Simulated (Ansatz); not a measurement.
# Direct or indirect: NaCdCl3 (Pm-3m)

Space group Pm-3m (No. 221). a = 5.217 Å, b = 5.217 Å, c = 5.217 Å, α = 90.00°, β = 90.00°, γ = 90.00°
```tsv
atom	site	symmetry	x	y	z
Cd	1b	m-3m	0.5000	0.5000	0.5000
Cl	3c	4/mm.m	0.0000	0.5000	0.5000
Na	1a	m-3m	0.0000	0.0000	0.0000
```

Method: Ansatz, PBE, independent particles, without spin-orbit coupling, line width 0.15 eV (Gaussian). The band structure gives a fundamental gap of 1.84 eV. The spectrum of vertical transitions near the edge:

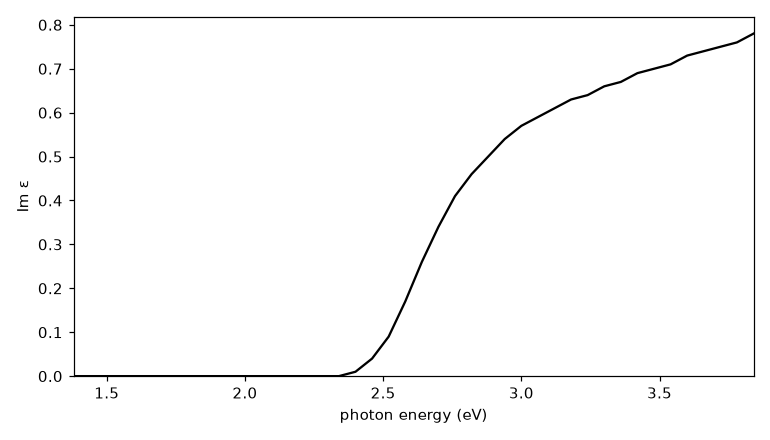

Question: Is the gap direct or indirect, and about where do vertical transitions set in?

Answer: Indirect, by the band path, whose least direct gap is 2.56 eV. The curves fit this: they stay near zero above 1.84 eV and rise only from about 2.6 eV, though a forbidden direct transition would look alike. Lines are broadened by 0.15 eV, which spreads the edge, and phonons, which would give weak absorption from the fundamental gap up, are left out.

Note: cells built here by substitution need not match a known phase.

[Logs are printed without paths, hosts, clocks, repeated set-up lines and the standing remarks that a program may print on its own settings, such as how far it seeks lower states.]
